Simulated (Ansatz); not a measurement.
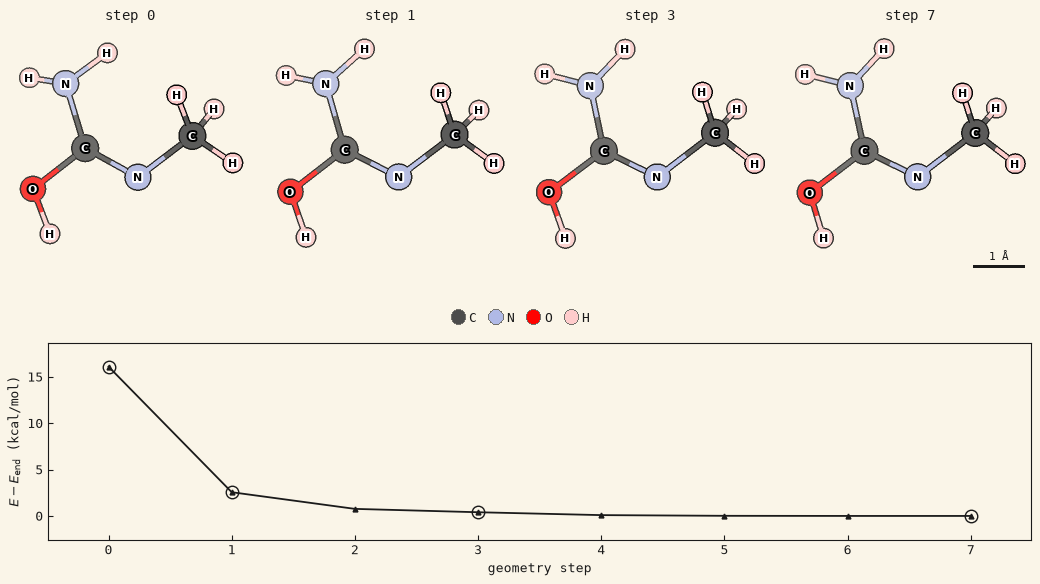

Frames of a relaxation of C2H6N2O, marked on the history of the run. A ball-and-stick model, seen at a tilt.

The run prepares an end point of a later path (torsion) calculation, from a guessed geometry.

These are results of Ansatz 0.2.0, RKS revPBE/6-31G, not measurements. Settings: no spin polarisation; force threshold 0.015 eV/Å; at most 40 steps.

### Describe the path.

The largest move after the best rigid fit is that of an N atom, 0.20 Å. By element the largest moves are N 0.20 Å, H 0.19 Å, C 0.12 Å, O 0.11 Å. Among the contacts that change: H–N 0.937 → 1.013 Å, C–N 1.401 → 1.477 Å, C–N 1.258 → 1.300 Å, H–N 1.052 → 1.011 Å. Bond angles that change, for instance: C–N–H 111.0° → 120.9°, N–C–N 136.9° → 130.7°, N–C–H 112.9° → 108.5°. The energy falls by 16.1 kcal/mol in 7 geometry steps. Largest force component: 5.9 eV/Å at the start, 0.0088 eV/Å at the end. Cost: 24 s on 1 thread of Arm Neoverse V1, on a shared host, peak memory 0.13 GiB. From step 0 to 1: an H atom moves most (0.13 Å), energy −13.5 kcal/mol. From step 1 to 3: an N atom moves most (0.17 Å), energy −2.16 kcal/mol. From step 3 to 7: an H atom moves most (0.09 Å), energy −0.40 kcal/mol.
